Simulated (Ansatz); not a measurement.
A computed series for IrO2: pressure series

The parent structure is IrO$_{2}$ in the rutile structure (space group P4_2/mnm, No. 136; a = 4.529 Å, c = 3.180 Å).

Cell and atoms are relaxed at each pressure.

Method: DFT with PBE, PAW potentials and a 420 eV plane-wave cutoff in Ansatz (a quantum-chemistry and plane-wave program), no spin-orbit coupling.

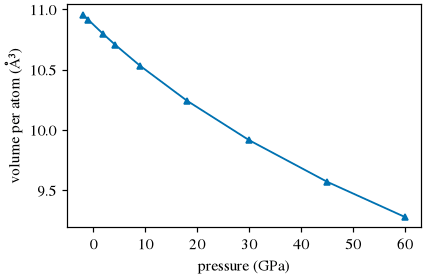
Volume against pressure

Question: Estimate the zero-pressure bulk modulus from the plot.

Answer: About 260 GPa; a third-order Birch–Murnaghan fit to the points gives V₀ = 10.87 Å³/atom, B₀ = 264 GPa and B₀′ = 4.5.

Load acts through the strain it causes; cell and atoms are relaxed under it. Stability against distortions was not tested. Competing high-pressure phases were not computed. No Hubbard U is applied, and correlation can decide whether such a compound is a metal. All final runs are without spin polarisation.
